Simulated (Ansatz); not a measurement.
## SrO, carrier doping

The reference is SrO in the rock salt structure (space group Fm-3m, No. 225).

```yaml
crystal:
  lattice:
    - [0.00000, 2.59745, 2.59745]
    - [2.59745, 0.00000, 2.59745]
    - [2.59745, 2.59745, 0.00000]
  atoms:
    - { symbol: Sr, position: [0.50000, 0.50000, 0.50000] }
    - { symbol: O, position: [0.00000, 0.00000, 0.00000] }
```

Carriers are added at fixed cell with a uniform background; the Fermi–Dirac width is that of 300 K.

All numbers come from PBE (Ansatz, a first-principles code, PAW, no SOC).

Notes on the quantities. Fermi level from band edge: Fermi level relative to the doped band's edge (positive inside the band; to 0.05 eV).

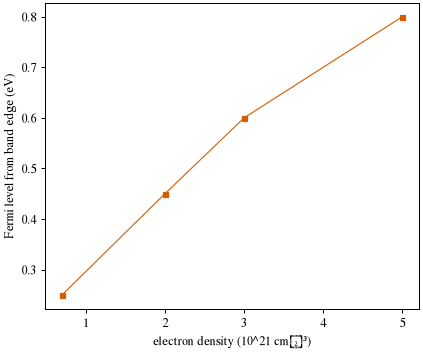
*Fermi level from band edge against electron density*

| electron density (10^21 cm⁻³) | Fermi level from band edge |
|---|---|
| 0.7 | +0.25 eV |
| 2 | +0.45 eV |
| 3 | +0.60 eV |
| 5 | +0.80 eV |

Charged cell with a jellium background: band edges are those of the host's band count, energies are not comparable with the neutral cell, and many-body gap narrowing is missing. No phonon test of stability was made.
